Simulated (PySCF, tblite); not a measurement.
# ClF₄OSi₂ radical, a small gas-phase stand-in for a defect centre (Si site with back bonds F, Cl, O[Si](F)(F)F): EPR parameters

Aim: the EPR parameters of `F[Si](Cl)O[Si](F)(F)F`. It is drawn as: dangling bond.

Programs: tblite 0.8.0 and PySCF 2.14.0. All values are calculated, for the isolated system unless a continuum is named. Atoms count from 0, parts from 1.

### 1 Starting point

8 atoms, charge 0, multiplicity 2; geometry: distance geometry start.

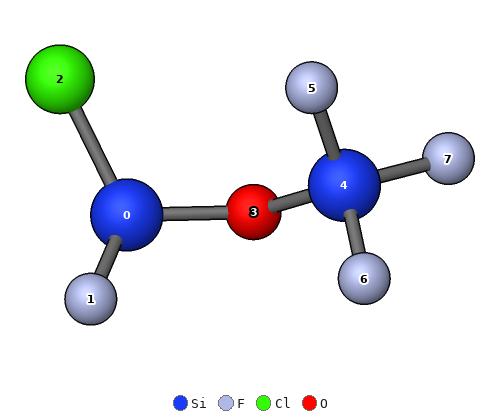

The starting geometry (silicon blue, fluorine light blue, chlorine green, oxygen red), atoms numbered.

### 2 Relaxing the cluster with GFN2-xTB

The job: settings as JSON, then the geometry in Å.

```
{"job": {"kind": "relax", "xc": "GFN2-xTB", "basis": "xTB"}, "charge": 0, "multiplicity": 2}
Si    -1.066458    -1.926517    -1.259334
F     -2.698898    -1.737876    -1.600892
Cl     0.270392    -1.443389    -2.808846
O     -0.540396    -1.437128     0.386927
Si    -0.634712     0.229172     1.007233
F     -0.033423     1.286944    -0.149763
F     -2.180501     0.616959     1.426939
F      0.358844     0.338158     2.394538
```

With the program's defaults for keys left out, this is: GFN2-xTB geometry optimisation, gas phase.

The run is started by

```bash
$ OMP_NUM_THREADS=1 python cluster_run.py task.json out
```

This one command runs all jobs of the session in turn.

**Question.** The jobs that follow are: PBE0-D3(BJ)/def2-SVP geometry optimisation, gas phase; UKS B3LYP, IGLO-III on Cl F O Si, non-relativistic, mean-field spin-orbit, GIAO; UKS BHandHLYP, IGLO-III on Cl F O Si, non-relativistic, mean-field spin-orbit, GIAO. Predict: point group; rotational constants (main isotopes); g(iso) (B3LYP); ⟨S²⟩; largest a(iso).

The runs gave:

```
                            quantity                     value
                         point group                        C1
rotational constants (main isotopes)      2.05, 0.67, 0.60 GHz
                      g(iso) (B3LYP)                   2.00089
                                ⟨S²⟩        0.751 (exact 0.75)
                      largest a(iso)  29Si on Si0, -1372.2 MHz
```

In words: The start of the PBE0/def2-SVP relaxation was shaken at random by about 0.01 Å, so part of the energy gained, and of the first lengths quoted, undoes that. The optimisation took 9 steps and gained 0.157 eV; among the close pairs (by a distance rule), Si0–Cl2 changed most, from 1.980 to 2.052 Å (PBE0/def2-SVP). No frequency check was run at this level, so the end point may be a saddle. Si0 carries the largest spin population, 0.83 e. The isotropic g lies 1.4 ppt below the free-electron value. The coupling of 29Si on Si0 runs from -1404.4 (BHandHLYP/IGLO-III) to -1372.2 MHz (B3LYP/IGLO-III).
